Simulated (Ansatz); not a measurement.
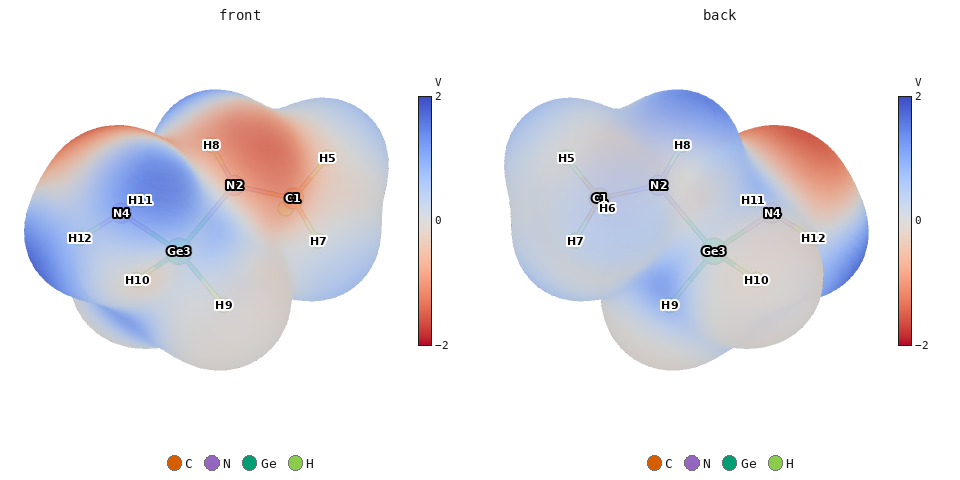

Figure 1: CH₈GeN₂ (SMILES C[NH][GeH2][NH2]). The molecular electrostatic potential painted on the density surface at 0.002 e/bohr³, seen from the front and from behind; red is negative and blue positive.

Geometry: PBE0-D4/def2-TZVP.

These are results of RKS PBE0-D4/def2-TZVPP in Ansatz, not measurements.

Input

```
crystal:
  periodic: [false, false, false]
  atoms:
    - {symbol: C, position_ang: [-0.506481, 1.855573, 0.406315]}
    - {symbol: N, position_ang: [-0.490807, 0.415753, 0.551066]}
    - {symbol: Ge, position_ang: [0.425555, -0.630749, -0.635449]}
    - {symbol: N, position_ang: [0.384555, -2.298388, 0.121644]}
    - {symbol: H, position_ang: [-0.828858, 2.330102, 1.338333]}
    - {symbol: H, position_ang: [-1.154202, 2.229482, -0.399947]}
    - {symbol: H, position_ang: [0.506459, 2.213939, 0.202025]}
    - {symbol: H, position_ang: [-1.394537, 0.037815, 0.796772]}
    - {symbol: H, position_ang: [1.809244, 0.048081, -0.772036]}
    - {symbol: H, position_ang: [-0.206549, -0.804210, -2.038698]}
    - {symbol: H, position_ang: [0.926407, -2.393681, 0.968727]}
    - {symbol: H, position_ang: [0.606216, -3.058715, -0.504552]}
basis:
  gaussian: {orbitals: def2-TZVPP}
hamiltonian: {xc: pbe0, dispersion: d4}
output: {orbitals: {seedname: orbitals}}
```

Run with:

```sh
ansatz run in.yaml --threads 4 --pin off --events-out ev --progress --plain --max-ram 10444MiB
```

**Describe the electrostatic potential map.**

The most negative region (about −1.5 V) lies over N4, the most positive (about +1.6 V) over H11 and H12. N4 is the likeliest acceptor of a hydrogen bond.
